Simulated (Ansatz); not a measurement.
# S2F2 (Thio-thionyl fluoride) at CCSD/STO-3G

What is the vertical electron affinity of S2F2 (Thio-thionyl fluoride) at CCSD/STO-3G? 

The results are computed with Ansatz 0.2.0.

55 further runs of the same task are left out: 15 that didn't finish, 40 set aside as unsound or not needed.

**1. The system as given**

S2F2: 4 atoms, total charge 0, spin state singlet. SMILES: `FS(F)=S`. The coordinates come from a PBE0-D4/def2-TZVP relaxation.

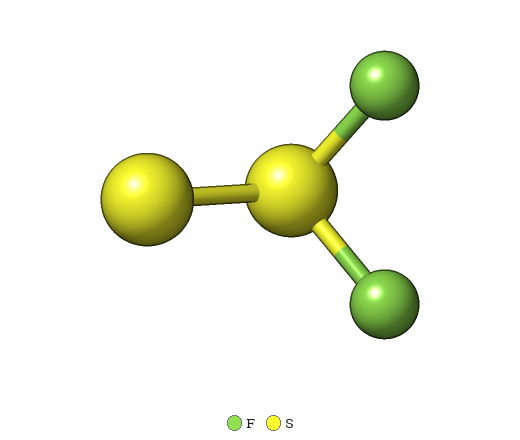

Viewed from a chosen angle; fluorine green, sulfur yellow.

**2. A single-point energy at CCSD/STO-3G**

File job.yaml:

```yaml
crystal:
  periodic: [false, false, false]
  atoms:
    - {symbol: F, position_ang: [0.734930, 0.336790, 1.199050]}
    - {symbol: S, position_ang: [-0.480890, -0.090070, 0.240730]}
    - {symbol: F, position_ang: [0.313460, -1.382440, -0.286190]}
    - {symbol: S, position_ang: [-0.567510, 1.135710, -1.153590]}
basis:
  gaussian:
    orbitals: STO-3G
correlation:
  method: ccsd
  frozen_orbitals: {F: 1, S: 5}
scf:
  omitted_lower_state_checks: [cluster_reference, increment]
accuracy: high
```

The run is started by

```bash
$ ansatz run job.yaml --threads 1 --pin off --max-ram 3480MiB --events-out events.jsonl --progress --plain --runs-dir runs
```

Standard output, cut to the lines that bear on the results:

```text
Warning: RAYON_NUM_THREADS=1 ignored (pool sized by the plan → 1); use --threads N
Functional definition: HF
  name "HF"
[...]
536 factors; integrals over basis functions are off by at most 2.7e-8 eV
[...]
mean field -26727.97276238 eV, -982.2348821469 hartree, gradient 8.5e-9 eV, S^2 0.000000; 0 other end points of the search recorded, 0 dependent functions left out
12 core orbitals not correlated: weight in the atoms' cores, before any rotation towards them, 1.000 or more for the frozen orbitals, at most 0.000 for the correlated occupied ones
reference -26727.97276238 eV, -982.2348821469 hartree; 13, 13 occupied and 3, 3 virtual orbitals, 536 factors
second order -2.41356232 eV of doubles, -0.00000000 eV of singles
cycle   1  -2.80980424 eV  change   -4.0e-1 eV  update   9.3e-2
[...]
cycle  22  -3.16434075 eV  change   -1.6e-9 eV  update   1.6e-9
Total energy: -26731.13710313 eV, -982.3511695244 hartree
Checks for a lower state left out: cluster_reference, increment
```

Run time: 0.36 s. Hardware: 1 thread of Arm Neoverse V1, shared host.

**3. The doublet anion**

File molecule.yaml:

```yaml
crystal:
  periodic: [false, false, false]
  atoms:
    - {symbol: F, position_ang: [0.734930, 0.336790, 1.199050]}
    - {symbol: S, position_ang: [-0.480890, -0.090070, 0.240730]}
    - {symbol: F, position_ang: [0.313460, -1.382440, -0.286190]}
    - {symbol: S, position_ang: [-0.567510, 1.135710, -1.153590]}
basis:
  gaussian:
    orbitals: STO-3G
total_charge: -1
magnetization:
  spin_polarized: true
  initial_magnetization: 1
correlation:
  method: ccsd
  frozen_orbitals: {F: 1, S: 5}
accuracy: high
scf:
  omitted_lower_state_checks: [cluster_reference, increment]
```

The run is started by

```bash
$ ansatz run molecule.yaml --threads 1 --pin off --max-ram 3480MiB --events-out events.jsonl --progress --plain --runs-dir runs
```

Standard output, cut to the lines that bear on the results:

```text
Warning: RAYON_NUM_THREADS=1 ignored (pool sized by the plan → 1); use --threads N
[... 2 set-up lines as earlier in the session ...]
[...]
536 factors; integrals over basis functions are off by at most 2.7e-8 eV
[...]
mean field -26721.09165264 eV, -981.9820060280 hartree, gradient 2.1e-8 eV, S^2 0.802120; 2 other end points of the search recorded, 0 dependent functions left out
12 core orbitals not correlated: weight in the atoms' cores, before any rotation towards them, 1.000 or more for the frozen orbitals, at most 0.000 for the correlated occupied ones
reference -26721.09165264 eV, -981.9820060280 hartree; 14, 13 occupied and 2, 3 virtual orbitals, 536 factors
second order -1.41430848 eV of doubles, -0.00000000 eV of singles
cycle   1  -1.73670084 eV  change   -3.2e-1 eV  update   6.7e-2
[...]
cycle  25  -2.02668083 eV  change  -9.3e-10 eV  update   1.9e-9
Total energy: -26723.11833347 eV, -982.0564851748 hartree
Checks for a lower state left out: cluster_reference, increment
```

Run time: 0.7 s. Hardware: 1 thread of Arm Neoverse V1, shared host; peak memory 0.091 GiB.

**4. Outcome**

At CCSD/STO-3G, 12 core orbitals frozen:

```
                                                   quantity          value
                                 singlet S2F2: total energy  -982.35117 Eh
 singlet S2F2: correlation energy (12 core orbitals frozen)     -116.3 mEh
                                singlet S2F2: T1 diagnostic          0.018
                                doublet anion: total energy  -982.05649 Eh
doublet anion: correlation energy (12 core orbitals frozen)      -74.5 mEh
           doublet anion: ⟨S²⟩ of the reference determinant          0.802
                               doublet anion: T1 diagnostic          0.014
          vertical electron affinity (to the doublet anion)      -8.019 eV
```

What this shows: The anion lies 8.02 eV (185 kcal/mol) above the neutral: the electron isn't bound at this level, and such a value depends on the basis. Without diffuse functions anions come out too high. In a minimal basis such a difference can be off by several eV, whatever the method.
